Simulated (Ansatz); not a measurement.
# CH7BFNSi2: nudged elastic band (part 2 of 2)

Continued. System: CH7BFNSi2. Method: RKS PBE0-D4/def2-SVP (Ansatz 0.2.0). The run did not end well. It belongs to a series of runs on one base structure; here: band between the two ends.

Geometry of the input (Å):
```
F  -1.2758  -0.2765  -2.2304
B  -0.4643  -0.5508  -1.2178
Si 0.8106  -1.9309  -0.4787
C  0.7457  -0.4401  0.7474
N  -0.2320  0.2889  -0.1018
Si -0.8818  1.8729  0.3273
H  2.1508  -2.1684  -1.0984
H  0.3115  -3.2214  0.0889
H  1.6892  0.1187  0.8699
H  0.3421  -0.6626  1.7499
H  -1.5547  1.7914  1.6591
H  0.2310  2.8655  0.4255
H  -1.8519  2.2784  -0.7259
```

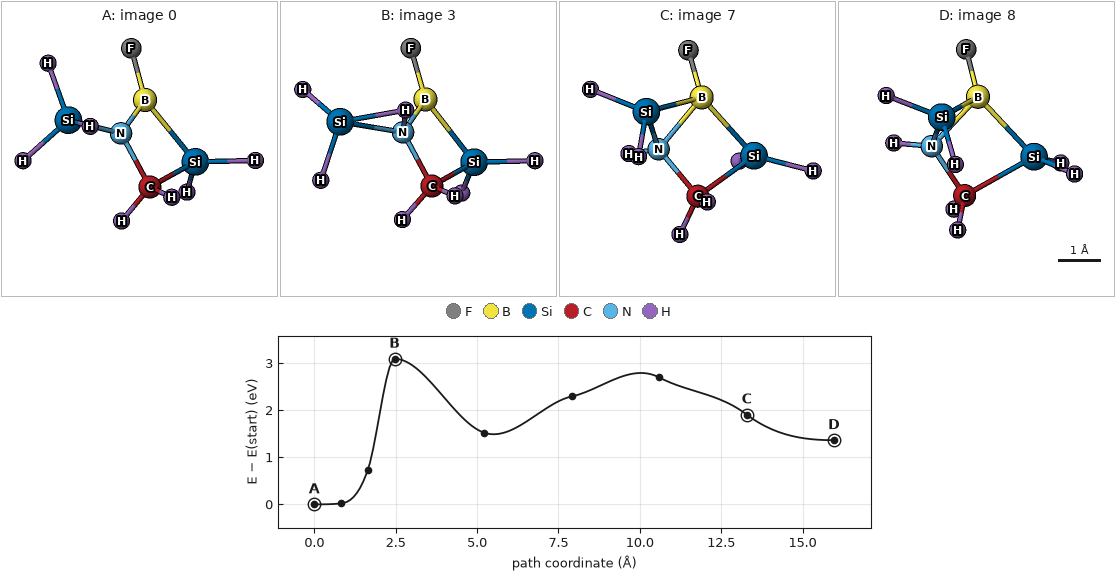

Figure 1. Images of the last band (counted from 0; ball-and-stick, seen at a tilt) above the energy along the path; the line is a cubic interpolation that uses the forces. The highest image is number 3, 3.094 eV above the start and 1.730 eV above the end (the climbing image); the end lies 1.364 eV above the start. The path is 15.97 Å long. The band had not converged after 60 iterations.

```
Unfinished report: {"positions_ang":[[-0.9184507326445536,-0.08025485854807425,-2.418298483817998],[-0.27004896129651806,-0.4041619376874936,-1.314972750728188],[0.8154302198820498,-1.828400656496527,-0.3858882317019931],[0.6704531498439699,-0.31813323316116787,0.8071323471010355],[-0.1467000146380242,0.4499964729188187,-0.16925380849454283],[-1.0021383362319218,2.1878629711531037,0.3407832757579476],[2.2048892080107025,-2.1678762115428194,-0.8227829835725687],[0.14485271934216265,-3.0648550370857834,0.11775019589022691],[1.6082872750648982,0.2020594123383638,1.0637885826902147],[0.10711806984054578,-0.49195488994593684,1.7384380186164923],[-1.1747826214210972,1.8514973511034392,1.7952431254945191],[0.32084885845745426,1.6392085363405597,-0.42386963594949506],[-2.3393578242096686,1.9902120806135153,-0.31317064128564787]],"unchecked":["starts","cluster_reference","orbital_swaps","neighbouring_geometries","increment"],"mean_field":{"relativity":"none","state":{"energy":{"ev":-21765.704829199705,"hartree":-799.8748991484697},"converged":true,"gradient_ev":0.000010244350776616313,"stability":{"kind":"minimum","curvature_ev":29.7542481136377},"curvature_floor_ev":0.00030000000000000003,"spin_squared":-3.552713678800501e-15},"others":[],"fillings":{"estimated":0,"unestimated":0,"tried":0,"untried":0,"excluded_magnetic_sites":0},"n_dropped_functions":0,"n_trapped_functions":0,"passes":{"evaluations":2,"products":14},"factors":{"origin":"Cholesky decomposition","count":1364,"bound_ev":0.001009154247864902},"gradient_stop_ev":0.00009,"reference_kind":"stationary","functional":{"name":"PBE0","citations":["Adamo & Barone, J. Chem. Phys. 110, 6158 (1999) doi:10.1063/1.478522","Perdew, Burke & Ernzerhof, Phys. Rev. Lett. 77, 3865 (1996) doi:10.1103/PhysRevLett.77.3865"],"text":"name \"PBE0\"\ncite \"Adamo & Barone, J. Chem. Phys. 110, 6158 (1999) doi:10.1063/1.478522\"\ncite \"Perdew, Burke & Ernzerhof, Phys. Rev. Lett. 77, 3865 (1996) doi:10.1103/PhysRevLett.77.3865\"\nparent pbe\nparameter a = 0.25\nparameter kappa = 0.804\nparameter beta = 0.06672455060314922\nexchange = (1 - a)*pbe_x(kappa = kappa, mu = beta*pi^2/3) + a*exact_x\ncorrelation = pbe_c(beta = beta)\n","parameters":{"a":{"value":0.25,"default":0.25},"beta":{"value":0.06672455060314922,"default":0.06672455060314922},"kappa":{"value":0.804,"default":0.804}},"final_grid":{"core_spheres":13.0,"valence_spheres":11.0,"degree":36.0},"final_grid_parameter_source":"default","radial_points_factor":1.0,"radial_grid_error_ev":3.235511906987185e-7,"grid_sensitivity":"normal","grid_sensitivity_ratio":0.001870803151768979},"unsmoothed_excess_ev":-0.00003176968239701963,"symmetry":{"irreps":["A"],"axes":[[0.9999172153136933,-0.003096467475993332,0.012488971474037306],[0.0034606033112532485,0.9995663954345291,-0.029241158368722694],[-0.012393011903139009,0.029281957024637095,0.9994943622896408]],"occupied":[{"A":31},{"A":31}]},"held":{"pivots":1363,"left_out":0,"joined":1},"density_repulsion":{"missed_ev":0.00001737306511138536,"excess_ev":0.0,"most_excess_ev":0.0001674,"are_drawn_again":false,"n_first_factors":1364,"energy_change_ev":0.0,"n_dropped_ends":0}},"factors":{"origin":"Cholesky decomposition","count":1364,"bound_ev":0.001009154247864902},"n_frozen":0,"n_occupied":[31,31],"n_virtual":[96,96],"reference":{"ev":-21765.704829199705,"hartree":-799.8748991484697},"dispersion":{"energy":{"ev":-0.2872711234608813,"hartree":-0.010557019067826287},"switches_in_reach":[]},"total":{"ev":-21765.992100323165,"hartree":-799.8854561675374},"forces_ev_per_angstrom":[[-7.236049657105559e-7,-1.0565385111735177e-6,-7.580469780360533e-8],[-1.1034355949244082e-6,1.070444834508355e-7,1.919563833685002e-6],[3.9989058602495076e-7,2.2834679976931754e-6,7.768981228864665e-7],[6.810328350434838e-8,-6.052155873594728e-7,6.918050890849549e-8],[5.212493147349444e-7,-4.495995794903326e-6,-5.86075832690984e-6],[2.333041466564753e-6,-5.059932872872666e-6,-1.185334586057546e-7],[-4.958115426938192e-7,-1.1569643946084292e-6,-1.8468527344592256e-8],[-1.1730164721487153e-6,4.9641408469101866e-8,5.670627757938641e-7],[4.281726873815554e-7,-1.1503678149882117e-7,-8.897701396319829e-7],[6.695093319451263e-7,2.703235035860299e-7,2.4570046382394253e-7],[-9.72368493209379e-7,2.0973182167285248e-7,-6.419581549616318e-7],[-4.423497393761522e-7,9.660823646695862e-6,4.99909161393898e-6],[4.90623278595094e-7,-9.13451251010472e-8,-9.722058862274632e-7]],"charge_distribution":{"dipole_moment_e_ang":[0.21402800040215925,-0.24931447059336104,0.21595071418463582],"mulliken_charges_e":[-0.09222697429755122,0.19438612200980465,0.17685365031657696,-0.11594178162224633,-0.38577197918974715,0.1200468695484993,-0.04672264648065205,-0.04475366638839695,0.07902226183444772,0.08713880149616804,-0.07049540247714314,0.15534786635249298,-0.05688312110221294],"lowdin_charges_e":[0.2789884669109526,-0.6053943877756085,0.3312832584668861,-0.05824180418346714,0.09120603291487939,0.15714006180790818,-0.05819611901841726,-0.05525893546235361,0.010214314904130384,0.007308025211745228,-0.08298153214271986,0.05988712332548585,-0.0759545049594299]},"n_threads":2,"memory_gib":2.556818182580173,"seconds":{"hamiltonian":1.830544088,"orbitals":0.0,"second_order":0.0,"solver_start":0.0,"cycles":0.0,"cycle":0.0,"perturbative":0.0,"full_ci_increment":0.0,"forces":0.0}}
this run last wrote the band of iteration 60 to [file]
Error: NEB band did not converge after 60 iterations: max|band force component| = 5.22e-1 eV/Å (threshold 5.0e-2); raise `neb.max_iterations` in a new run, which can start from the last band evaluated (`neb.initial_path`, with `crystal.atoms` and `neb.final_atoms` set to its first and last images), add images, or start from endpoints closer to local minima. Where this run's directory can be resumed (`checkpoint.write`), a resume goes on for up to `neb.max_iterations` more; to start a new run from the last band, take its images' positions from the `neb_iteration` event of iteration 60 (`data.images[].positions_ang`), in the event stream of the run that computed that iteration (not this run's, if it was resumed behind it). With `checkpoint.write`, `steps/00-neb/state/checkpoint.json` in the run directory holds the last saved band, under `neb.evaluated.images[].positions_ang` (a band under a hybrid functional on support functions is neither saved nor resumed: `neb.initial_path` says where its path is): check the last entry of `neb.iterations` there, which is earlier than 60 if that iteration was not saved or its write failed. If the band's step has no `state` directory and holds `state.next`, a write was cut short, and the file is under `state.next` instead (behind a loss of power it can be under `state.prev`)
this run wrote the band of iteration 60 to [file] as well, whether or not its events were kept: a new run's `neb.initial_path` can list its `images[].positions_ang`
a run's events are kept only if it was started with --events-out <file>, and are in that file
```

The last band as extended XYZ (Å, eV, eV/Å)
```
13
Properties=species:S:1:pos:R:3:forces:R:3 image=0 energy=-21769.08648
F    -1.2758   -0.2765   -2.2304   -0.0003  -0.0015   0.0014
B    -0.4643   -0.5508   -1.2178   -0.0008   0.0004  -0.0013
Si    0.8106   -1.9309   -0.4787    0.0000   0.0027  -0.0021
C     0.7457   -0.4401    0.7474    0.0000  -0.0013   0.0035
N    -0.2320    0.2889   -0.1018    0.0003   0.0020   0.0030
Si   -0.8818    1.8729    0.3273    0.0011  -0.0017  -0.0011
H     2.1508   -2.1684   -1.0984    0.0003   0.0003  -0.0014
H     0.3115   -3.2214    0.0889    0.0006  -0.0008   0.0018
H     1.6892    0.1187    0.8699   -0.0034  -0.0007  -0.0013
H     0.3421   -0.6626    1.7499   -0.0001   0.0024  -0.0029
H    -1.5547    1.7914    1.6591   -0.0010  -0.0007  -0.0001
H     0.2310    2.8655    0.4255    0.0011  -0.0005   0.0012
H    -1.8519    2.2784   -0.7259    0.0022  -0.0006  -0.0006
13
Properties=species:S:1:pos:R:3:forces:R:3 image=1 energy=-21769.06540
F    -1.0637   -0.1713   -2.3482   -0.0145  -0.0174   0.0076
B    -0.3699   -0.5105   -1.2690   -0.0073  -0.0095   0.0052
Si    0.8252   -1.9255   -0.4671   -0.0027  -0.0101   0.0004
C     0.6703   -0.4724    0.7946    0.0031  -0.0074  -0.0011
N    -0.2562    0.2724   -0.0964    0.0088   0.0028  -0.0013
Si   -0.8886    1.8696    0.3077    0.0072   0.0025  -0.0048
H     2.2116   -2.1753   -0.9691   -0.0034  -0.0030  -0.0073
H     0.2489   -3.2167    0.0189    0.0084  -0.0148   0.0023
H     1.6030    0.0856    0.9859    0.0053  -0.0120  -0.0022
H     0.2070   -0.7142    1.7657    0.0042  -0.0098  -0.0008
H    -1.1816    1.8962    1.7716   -0.0091   0.0024  -0.0076
H     0.1418    2.9054   -0.0009   -0.0187   0.0714   0.0336
H    -2.1274    2.1219   -0.4789    0.0185   0.0048  -0.0240
13
Properties=species:S:1:pos:R:3:forces:R:3 image=2 energy=-21768.34708
F    -0.9283   -0.0510   -2.4167   -0.0127  -0.0695   0.0017
B    -0.3010   -0.4446   -1.3099   -0.0896  -0.2092   0.0408
Si    0.8518   -1.8441   -0.4460    0.0726  -0.0930  -0.0399
C     0.6401   -0.4003    0.8118   -0.1020  -0.1984   0.0420
N    -0.3308    0.2473   -0.0902   -0.5326  -0.6066   0.1994
Si   -0.9536    1.8511    0.3240    0.1858  -0.9459  -0.2146
H     2.2468   -2.1575   -0.8728    0.0853  -0.0767   0.0237
H     0.1805   -3.0906    0.0338    0.0411  -0.0735  -0.0251
H     1.5527    0.2003    1.0099   -0.1676   0.0383  -0.1615
H     0.1627   -0.6118    1.7797    0.1408  -0.2307   0.1595
H    -1.1154    1.8946    1.8100    0.1999   0.2829  -0.0970
H     0.3000    2.2960   -0.3097   -0.0245   1.9016   0.2199
H    -2.2850    2.0759   -0.3091    0.2036   0.2807  -0.1487
13
Properties=species:S:1:pos:R:3:forces:R:3 image=3 energy=-21765.99207
F    -0.9185   -0.0803   -2.4183    0.0000   0.0000   0.0000
B    -0.2700   -0.4042   -1.3150    0.0000   0.0000   0.0000
Si    0.8154   -1.8284   -0.3859    0.0000   0.0000   0.0000
C     0.6705   -0.3181    0.8071    0.0000   0.0000   0.0000
N    -0.1467    0.4500   -0.1693    0.0000   0.0000   0.0000
Si   -1.0021    2.1879    0.3408    0.0000   0.0000   0.0000
H     2.2049   -2.1679   -0.8228    0.0000   0.0000   0.0000
H     0.1449   -3.0649    0.1177    0.0000   0.0000   0.0000
H     1.6083    0.2021    1.0638    0.0000   0.0000   0.0000
H     0.1071   -0.4920    1.7384    0.0000   0.0000   0.0000
H    -1.1748    1.8515    1.7952    0.0000   0.0000   0.0000
H     0.3208    1.6392   -0.4239    0.0000   0.0000   0.0000
H    -2.3394    1.9902   -0.3132    0.0000   0.0000   0.0000
13
Properties=species:S:1:pos:R:3:forces:R:3 image=4 energy=-21767.56427
F    -0.4524    0.2770   -2.4540    0.2636   0.0716  -0.2348
B    -0.4905    0.0395   -1.1296   -0.5275   0.3785   0.1316
Si    0.1847   -1.5887   -0.1030   -0.2112   0.0307   0.1938
C     0.8440   -0.0686    0.8796    0.1362  -0.0852  -0.0818
N     0.3870    0.9248   -0.1570    0.3853  -0.3507   0.3351
Si   -1.1938    1.9120    0.1314   -0.5582   0.3298   0.0312
H     1.3463   -2.3042   -0.7232   -0.0534   0.0370  -0.0960
H    -0.6107   -2.5923    0.6661   -0.0539   0.0305  -0.0101
H     1.9297   -0.0085    1.0131    0.1548  -0.0270   0.0348
H     0.3543    0.1035    1.8484    0.0416   0.1516  -0.0480
H    -1.6483    1.1291    1.3710    0.2005  -0.0502  -0.0718
H     1.1376    1.4794   -0.5604    0.0801   0.0542  -0.0544
H    -1.7676    0.6621   -0.7675    0.1421  -0.5708  -0.1298
13
Properties=species:S:1:pos:R:3:forces:R:3 image=5 energy=-21766.79178
F    -0.1978    0.1012   -2.6983   -0.0199  -0.0528  -0.0142
B    -0.0144   -0.2644   -1.4572   -0.0673   0.0933   0.0293
Si    0.4580   -1.8086   -0.2341   -0.1093   0.0196  -0.0485
C     0.6152   -0.1711    0.7754   -0.0423   0.0771  -0.0205
N     0.1293    0.7050   -0.3531    0.1926  -0.3445  -0.0368
Si   -1.5431    1.9486    0.0392   -0.0461   0.1167  -0.0342
H     1.7648   -2.4898   -0.4805   -0.0168   0.0151  -0.0031
H    -0.5657   -2.7928    0.2134   -0.0039  -0.0038   0.0402
H     1.6422    0.0955    1.0642    0.0243  -0.0222   0.0112
H    -0.0452   -0.0554    1.6445    0.0215   0.0151   0.0202
H    -0.7088    2.3696    1.2613   -0.0886   0.0548   0.0331
H     0.7311    1.4975   -0.5753    0.1013   0.1965   0.0299
H    -2.2453    0.8299    0.8153    0.0544  -0.1648  -0.0065
13
Properties=species:S:1:pos:R:3:forces:R:3 image=6 energy=-21766.38874
F    -0.6189   -0.2019   -2.6621   -0.0159   0.0015   0.0378
B    -0.1348   -0.4536   -1.4749   -0.0076   0.0362   0.0014
Si    0.7525   -1.8245   -0.2806    0.0294   0.0664  -0.0241
C     0.7688   -0.1155    0.6176   -0.0029  -0.0616   0.0503
N    -0.2375    0.4733   -0.3221   -0.0207  -0.0568   0.0396
Si   -0.9874    2.4440   -0.0173    0.1014   0.0246  -0.0792
H     1.9979   -2.6055   -0.5170    0.0577   0.0146  -0.0141
H    -0.2802   -2.6877    0.3800    0.0458   0.0168  -0.0644
H     1.7167    0.4340    0.5276   -0.0184   0.0337  -0.0126
H     0.4270   -0.0382    1.6591    0.0173  -0.0542   0.0128
H    -0.1114    2.5108    1.2373    0.0518   0.0041   0.0067
H    -1.1807    0.3536    0.0830   -0.2431  -0.1487   0.1760
H    -2.0916    1.6765    0.7843    0.0051   0.1234  -0.1302
13
Properties=species:S:1:pos:R:3:forces:R:3 image=7 energy=-21767.17646
F    -1.3766   -0.2823   -2.0848   -0.1503   0.0044   0.1331
B    -0.3367   -0.0774   -1.2452    0.0089   0.1054   0.0424
Si    0.8695   -1.5401   -0.4946    0.0236   0.0832  -0.0734
C     0.6791   -0.2939    0.9351   -0.0358  -0.0466   0.0832
N    -0.5995    0.2185    0.3480   -0.1255  -0.0400   0.1645
Si   -0.4207    1.8797   -0.4439    0.1396  -0.1604  -0.1081
H     2.1905   -2.1633   -0.8132    0.0697   0.1237  -0.0631
H    -0.0774   -2.6494   -0.1143    0.0641   0.0037  -0.1360
H     1.4456    0.4970    0.8840   -0.0677   0.0191   0.1168
H     0.5482   -0.5683    1.9868    0.0062  -0.1404   0.0891
H     0.3914    2.6581    0.5499    0.0904   0.0254  -0.1473
H    -1.4569   -0.0668    0.8126   -0.0644  -0.1199   0.1705
H    -1.8361    2.3534   -0.3056    0.0413   0.1424  -0.2717
13
Properties=species:S:1:pos:R:3:forces:R:3 image=8 energy=-21767.72205
F    -2.0016   -0.6073   -1.5119    0.0152   0.0040   0.0041
B    -0.7871   -0.2651   -1.0178   -0.0079   0.0003   0.0123
Si    0.8388   -1.3777   -0.5188   -0.0010  -0.0028   0.0018
C     0.4205   -0.4132    1.1116    0.0054  -0.0127   0.0098
N    -0.6970    0.3571    0.5075   -0.0206   0.0022  -0.0123
Si   -0.2298    1.6570   -0.7759   -0.0009   0.0067  -0.0068
H     2.1877   -1.0944   -1.1000   -0.0022   0.0006  -0.0019
H     0.7387   -2.8539   -0.2818    0.0046   0.0000   0.0003
H     1.1693    0.2334    1.5967   -0.0030  -0.0015  -0.0048
H     0.0182   -1.1107    1.8631    0.0018   0.0025  -0.0023
H     1.1205    2.1719   -0.3910    0.0027  -0.0022   0.0006
H    -1.5092    0.5376    1.0987    0.0079  -0.0011  -0.0009
H    -1.2487    2.7304   -0.5654   -0.0019   0.0040   0.0002
```

Outcome

```tsv
quantity	value
outcome	not converged
barrier, forward (band not converged)	3.094 eV
barrier, backward	1.730 eV
hardware	2 threads of Intel Xeon (Granite Rapids), 16 GiB of memory available, shared host
wall time	15 min (CPU time 29 min)
peak memory	0.35 GiB
```

The run did not converge: “NEB band did not converge after 60 iterations: max|band force component| = 5.22e-1 eV/Å (threshold 5.0e-2); raise `neb.max_iterations` in a new run, which can start from the last band evaluated (`neb.initial_path`, with `crystal.atoms` and `neb.final_atoms` set to its first and last images), add images, or start from endpoints closer to local minima …” Its last values are not results.
